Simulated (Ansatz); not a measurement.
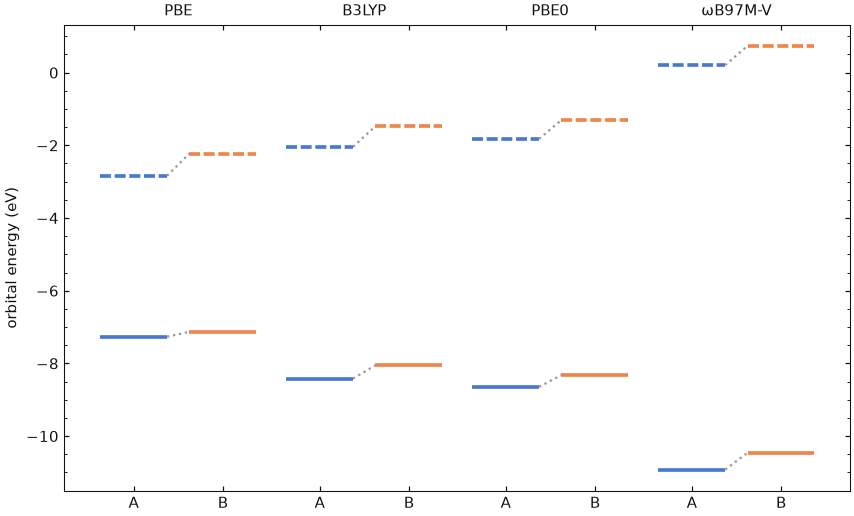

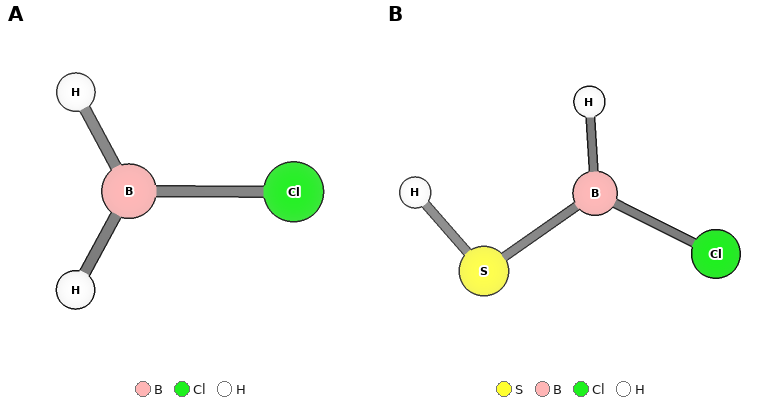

One change: A, BH₂Cl (SMILES BCl), becomes B, BH₂SCl (SMILES SBCl). H on B is replaced by SH. HOMO (solid) and LUMO (dashed) computed in def2-TZVPP at PBE0-D4/def2-TZVP geometries, both minima by their frequencies, gas phase, the Ansatz code. Empty levels above zero depend strongly on the basis.

Question: What does the change do to HOMO and LUMO?

Answer: PBE: the HOMO rises by 0.14 eV, the LUMO rises by 0.61 eV, and the separation goes from 4.43 to 4.90 eV. B3LYP: the HOMO rises by 0.36 eV, the LUMO rises by 0.56 eV, and the separation goes from 6.38 to 6.58 eV. PBE0: the HOMO rises by 0.33 eV, the LUMO rises by 0.52 eV, and the separation goes from 6.83 to 7.02 eV. ωB97M-V: the HOMO rises by 0.46 eV, the LUMO rises by 0.53 eV, and the separation goes from 11.13 to 11.20 eV.

Question: Do the functionals agree on the effect?

Answer: They agree on the direction for both levels; the HOMO shift lies between 0.14 and 0.46 eV and the LUMO shift between 0.52 and 0.61 eV, while the separations themselves differ by up to 6.7 eV between functionals.
